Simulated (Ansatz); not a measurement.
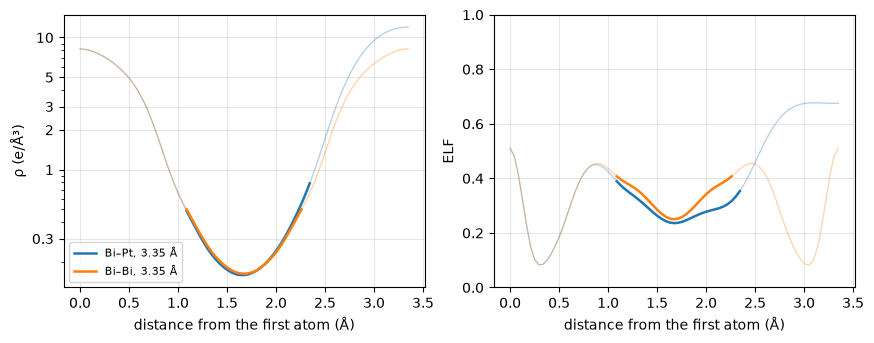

*Bi3Pt. Valence electron density and ELF along straight lines between neighbouring atoms. Thin, pale parts lie inside the atomic spheres.*

Space group Pm-3m; a structure generated by program, which may or may not match a known phase; computed without spin polarisation.

Level of theory: Ansatz, DFT PBE, scalar-relativistic, plane waves, PAW.

Core electrons are frozen (PAW), and the valence fields are smoothed inside the atomic spheres.

The calculation's input:

```
crystal:
  lattice:
    - [4.74884476, 0.0, 0.0]
    - [0.0, 4.74884476, 0.0]
    - [0.0, 0.0, 4.74884476]
  atoms:
    - { symbol: Bi, position: [0.0, 0.5, 0.5] }
    - { symbol: Bi, position: [0.5, 0.0, 0.5] }
    - { symbol: Bi, position: [0.5, 0.5, 0.0] }
    - { symbol: Pt, position: [0.0, 0.0, 0.0] }
basis:
  ecutwfc: 420
kpoints:
  mp_grid: { grid: [10, 10, 10] }
hamiltonian:
  xc: pbe
scf:
  occupations: { method: gaussian, width: 0.1 }
output:
  forces: true
  stress: true
  eigenvalues: true
  write_density: true
  write_potential: true
  elf: true
  volumetric_format: npy
relax:
  adjacent_minimum: "off"
  f_tol: 0.01
  max_steps: 80
  cell: { stress_tol: 0.05 }
```

Launched as:

```sh
ansatz run input.yaml --threads 1 --pin off --max-ram 2048MiB --backend cpu --events-out ev --progress --plain --runs-dir out
```

Below, planes, directions and counts refer to the conventional cell (a = 4.74 Å, b = 4.74 Å, c = 4.74 Å, α = 90.00°, β = 90.00°, γ = 90.00°).

The fields are those of the relaxed geometry.

Compare the contacts.

Answer. Bi–Pt (3.35 Å): ρ at the midpoint is about 0.16 e/Å³; the ELF is about 0.25 at the midpoint (no localised pair shows between them).
Bi–Bi (3.35 Å): ρ at the midpoint is about 0.16 e/Å³; the ELF is about 0.25 at the midpoint: no localised pair shows between them.
